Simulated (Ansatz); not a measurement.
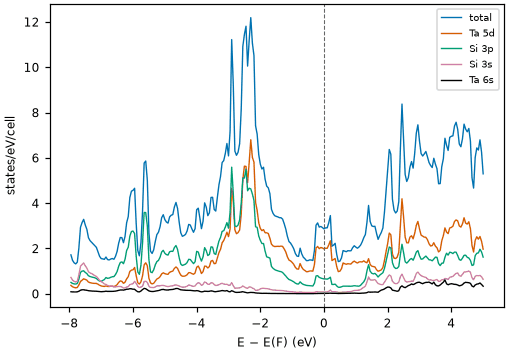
Figure: Total and projected density of states of TaSi2 in space group P6_422 (No. 181; Ta on 3c, Si on 6i), the program Ansatz at the r²SCAN level (PAW)

Q: Which orbitals carry the states next to the Fermi level?

A: Within 0.5 eV of the Fermi level: Ta 5d 68 %, Si 3p 23 %, outside the projected shells 5 %. Projections are on Löwdin-orthogonalised atomic valence shells; empty p or d shells of many metals are not among them.

Q: Where is the tallest occupied peak in this window, and what makes it?

A: Near -2.3 eV, about 12 states/eV per cell; the largest projected share is Ta 5d.

The workflow started from a Materials Project entry (that database holds measured and hypothetical structures alike); the Crystallography Open Database files this formula in space group No. 181, but the cells were not matched. Whether it is the stable phase at ambient conditions was not checked. The r²SCAN relaxation kept the symmetry of its start; whether a distortion lowers the energy is not shown. The run is not spin-polarised. Scalar-relativistic: spin–orbit coupling is off unless named, which matters more the heavier the elements.

Potentials: the earlier of the program's two PAW sets.
